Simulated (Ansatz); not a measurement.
# doublet CH6GeO+: levels of theory compared

Wanted: a comparison of 6 runs (U-r2SCAN0/cc-pVDZ, UB2PLYP/cc-pVDZ, UBHLYP/cc-pVDZ, UBLYP/cc-pVDZ, UHSE06/cc-pVDZ, UPBE-QIDH/cc-pVDZ) of doublet CH6GeO+. 

The calculation is run with Ansatz 0.2.0.

64 further runs of the same task are left out: 64 set aside as unsound or not needed.

## 1. Starting point

CH6GeO+: 9 atoms, total charge +1, spin state doublet. As SMILES of the parent species, `C[O][GeH3]`. The coordinates come from a PBE0-D4/def2-TZVP relaxation. That shape belongs to the parent species and isn't relaxed for this state.

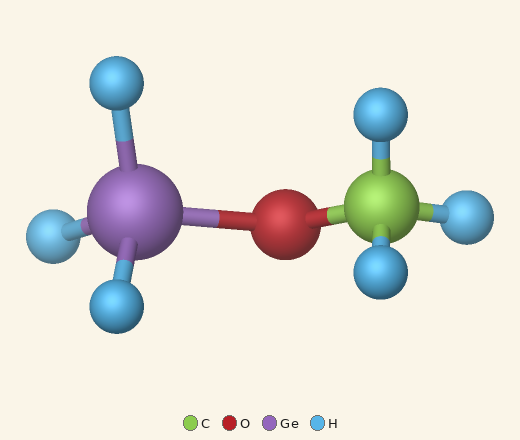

The structure, seen from a chosen angle (carbon green, oxygen red, germanium purple, hydrogen blue).

## 2. A single-point energy at U-r2SCAN0/cc-pVDZ (run 1)

run.yaml reads:

```yaml
crystal:
  periodic: [false, false, false]
  atoms:
    - symbol: C
      position_ang: [-0.461600, 0.939500, -0.879600]
    - symbol: O
      position_ang: [-0.657300, -0.383600, -0.447300]
    - symbol: Ge
      position_ang: [0.409500, -1.004400, 0.834300]
    - symbol: H
      position_ang: [-1.194400, 1.152600, -1.661500]
    - symbol: H
      position_ang: [0.540900, 1.094500, -1.301500]
    - symbol: H
      position_ang: [-0.607700, 1.666800, -0.069200]
    - symbol: H
      position_ang: [1.870200, -0.939000, 0.345100]
    - symbol: H
      position_ang: [-0.054100, -2.444000, 1.070300]
    - symbol: H
      position_ang: [0.242900, -0.128600, 2.092200]
basis:
  gaussian: {orbitals: cc-pVDZ}
total_charge: 1
magnetization: {spin_polarized: true, initial_magnetization: 1}
hamiltonian: {xc: {name: r2SCAN0}}
accuracy: high
output: {orbitals: {seedname: orbitals}}
```

On the command line:

```console
$ ansatz run run.yaml --threads 1 --pin off --max-ram 3480MiB --events-out events.jsonl --progress --plain --runs-dir runs
```

The program printed:

```text
Warning: RAYON_NUM_THREADS=1 ignored (pool sized by the plan → 1); use --threads N
Functional definition: r2SCAN0
  name "r2SCAN0"
  parameter a = 0.25
  parameter k0 = 0.174
  parameter k1 = 0.065
  parameter a1 = 4.9479
  exchange = (1 - a)*r2scan_x(k0 = k0, k1 = k1, a1 = a1) + a*exact_x
  correlation = r2scan_c
2015 factors; integrals over basis functions are off by at most 4.4e-9 eV
mean field evaluation 1: about -59672.1304 eV, gradient 5.3e1 eV
mean field evaluation 2: about -59584.3050 eV, gradient 1.4e2 eV
mean field evaluation 4: about -59685.2789 eV, gradient 1.4e1 eV
mean field evaluation 8: about -59686.0845 eV, gradient 2.7e-1 eV
mean field evaluation 16: about -59686.2456 eV, gradient 1.9e-3 eV
mean field evaluation 32: about -59686.2456 eV, gradient 2.2e-7 eV
mean field -59686.24560183 eV, -2193.4290690768 hartree, gradient 9.5e-8 eV, S^2 0.759435; 2 other end points of the search recorded, 0 dependent functions left out
reference -59686.24560354 eV, -2193.4290691397 hartree; 26, 25 occupied and 59, 60 virtual orbitals, 2015 factors
Total energy: -59686.24560354 eV, -2193.4290691397 hartree
```

It took 31 s on 1 thread of Arm Neoverse V2, shared host; peak memory 0.56 GiB.

## 3. A single-point energy at UB2PLYP/cc-pVDZ (run 2)

molecule.yaml reads:

```yaml
crystal:
  periodic: [false, false, false]
  atoms:
    - {symbol: C, position_ang: [-0.461600, 0.939500, -0.879600]}
    - {symbol: O, position_ang: [-0.657300, -0.383600, -0.447300]}
    - {symbol: Ge, position_ang: [0.409500, -1.004400, 0.834300]}
    - {symbol: H, position_ang: [-1.194400, 1.152600, -1.661500]}
    - {symbol: H, position_ang: [0.540900, 1.094500, -1.301500]}
    - {symbol: H, position_ang: [-0.607700, 1.666800, -0.069200]}
    - {symbol: H, position_ang: [1.870200, -0.939000, 0.345100]}
    - {symbol: H, position_ang: [-0.054100, -2.444000, 1.070300]}
    - {symbol: H, position_ang: [0.242900, -0.128600, 2.092200]}
basis:
  gaussian:
    orbitals: cc-pVDZ
total_charge: 1
magnetization:
  spin_polarized: true
  initial_magnetization: 1
hamiltonian:
  xc: {name: B2PLYP}
correlation:
  frozen_orbitals: {C: 1, Ge: 9, H: 0, O: 1}
accuracy: high
output:
  orbitals: {seedname: orbitals}
```

On the command line:

```console
$ ansatz run molecule.yaml --threads 1 --pin off --max-ram 3480MiB --events-out events.jsonl --progress --plain --runs-dir runs
```

The program printed (excerpt; [...] marks lines left out):

```text
Warning: RAYON_NUM_THREADS=1 ignored (pool sized by the plan → 1); use --threads N
Functional definition: B2PLYP
  name "B2PLYP"
[...]
2015 factors; integrals over basis functions are off by at most 4.4e-9 eV
[...]
mean field -59670.86073304 eV, -2192.8636855771 hartree, gradient 2.5e-8 eV, S^2 0.759010; 4 other end points of the search recorded, 0 dependent functions left out
11 core orbitals not correlated: weight in the atoms' cores, before any rotation towards them, 1.000 or more for the frozen orbitals, at most 0.000 for the correlated occupied ones
reference -59670.86075896 eV, -2192.8636865298 hartree; 15, 14 occupied and 59, 60 virtual orbitals, 2015 factors
second order -13.98444839 eV of doubles, -0.00000000 eV of singles
Total energy: -59674.63656003 eV, -2193.0024446597 hartree
```

It took 20 s on 1 thread of Arm Neoverse V2, shared host; peak memory 0.62 GiB.

Runs 3 to 5 aren't shown in full; the table further down has their settings and results.

## 4. A single-point energy at UPBE-QIDH/cc-pVDZ (run 6)

input.yaml reads:

```yaml
crystal:
  periodic: [false, false, false]
  atoms:
    - {symbol: C, position_ang: [-0.461600, 0.939500, -0.879600]}
    - {symbol: O, position_ang: [-0.657300, -0.383600, -0.447300]}
    - {symbol: Ge, position_ang: [0.409500, -1.004400, 0.834300]}
    - {symbol: H, position_ang: [-1.194400, 1.152600, -1.661500]}
    - {symbol: H, position_ang: [0.540900, 1.094500, -1.301500]}
    - {symbol: H, position_ang: [-0.607700, 1.666800, -0.069200]}
    - {symbol: H, position_ang: [1.870200, -0.939000, 0.345100]}
    - {symbol: H, position_ang: [-0.054100, -2.444000, 1.070300]}
    - {symbol: H, position_ang: [0.242900, -0.128600, 2.092200]}
basis:
  gaussian:
    orbitals: cc-pVDZ
total_charge: 1
magnetization:
  spin_polarized: true
  initial_magnetization: 1
hamiltonian:
  xc: {name: PBE-QIDH}
correlation:
  frozen_orbitals: {C: 1, Ge: 9, H: 0, O: 1}
accuracy: high
output: {orbitals: {seedname: orbitals}}
```

On the command line:

```console
$ ansatz run input.yaml --threads 1 --pin off --max-ram 3480MiB --events-out events.jsonl --progress --plain --runs-dir runs
```

The program printed (excerpt; [...] marks lines left out):

```text
Warning: RAYON_NUM_THREADS=1 ignored (pool sized by the plan → 1); use --threads N
Functional definition: PBE-QIDH
  name "PBE-QIDH"
[...]
2015 factors; integrals over basis functions are off by at most 4.4e-9 eV
[...]
mean field -59662.45909612 eV, -2192.5549311153 hartree, gradient 9.6e-8 eV, S^2 0.759647; 4 other end points of the search recorded, 0 dependent functions left out
11 core orbitals not correlated: weight in the atoms' cores, before any rotation towards them, 1.000 or more for the frozen orbitals, at most 0.000 for the correlated occupied ones
reference -59662.45909718 eV, -2192.5549311542 hartree; 15, 14 occupied and 59, 60 virtual orbitals, 2015 factors
second order -12.73831377 eV of doubles, -0.00000000 eV of singles
Total energy: -59666.70520177 eV, -2192.7109726198 hartree
```

It took 20 s on 1 thread of Arm Neoverse V2, shared host; peak memory 0.62 GiB.

## 5. Overview of the runs

| run | level | frozen core orbitals | energy (Eh) | HOMO energy (eV) | LUMO energy (eV) | ⟨S²⟩ | wall time |
| --- | --- | --- | --- | --- | --- | --- | --- |
| 1 | U-r2SCAN0/cc-pVDZ | – | -2193.429069 | -15.41 | -11.88 | 0.759 | 31 s |
| 2 | UB2PLYP/cc-pVDZ | 11 | -2193.002445 | -16.35 | -10.26 | 0.759 | 20 s |
| 3 | UBHLYP/cc-pVDZ | – | -2193.451518 | -16.41 | -10.74 | 0.759 | 14 s |
| 4 | UBLYP/cc-pVDZ | – | -2193.553362 | -13.76 | -12.96 | 0.753 | 13 s |
| 5 | UHSE06/cc-pVDZ | – | -2193.137402 | -14.80 | -12.53 | 0.756 | 17 s |
| 6 | UPBE-QIDH/cc-pVDZ | 11 | -2192.710973 | -17.28 | -9.21 | 0.760 | 20 s |

## 6. What came out

| quantity | value |
| --- | --- |
| run 6: total energy | -2192.71097 Eh |
| run 6: HOMO energy (SCF part's orbitals) (highest over α and β) | -17.28 eV |
| run 6: LUMO energy (SCF part's orbitals) (lowest over α and β) | -9.21 eV |
| run 6: ⟨S²⟩ | 0.760 |

**Reading.** Totals of different functionals can't be ranked against each other. All runs together took 1.9 min, the longest 31 s.
